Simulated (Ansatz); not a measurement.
Start from CdS in the zinc blende structure (space group F-43m, No. 216; a = 5.8791 Å).

The change: a hydrostatic pressure of 30 GPa.

Level of theory: Ansatz (an electronic-structure program), r2SCAN, PAW, cutoff 500 eV, spin-orbit coupling left out, earlier PAW set.

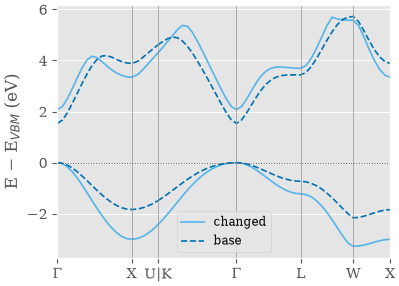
Fig. 1. Highest valence and lowest conduction band along the path, each from its own valence-band maximum

Q: From the figure, how large is the changed gap, and is it direct?

A: About 2.1 eV, direct at Γ.

Load acts through the strain it causes; cell and atoms are relaxed under it. Stability against distortions was not tested. Tetrahedral semiconductors of this kind turn to denser phases somewhere between about 1 and 50 GPa; those were not computed, so compressed cells here can lie past the real transition.
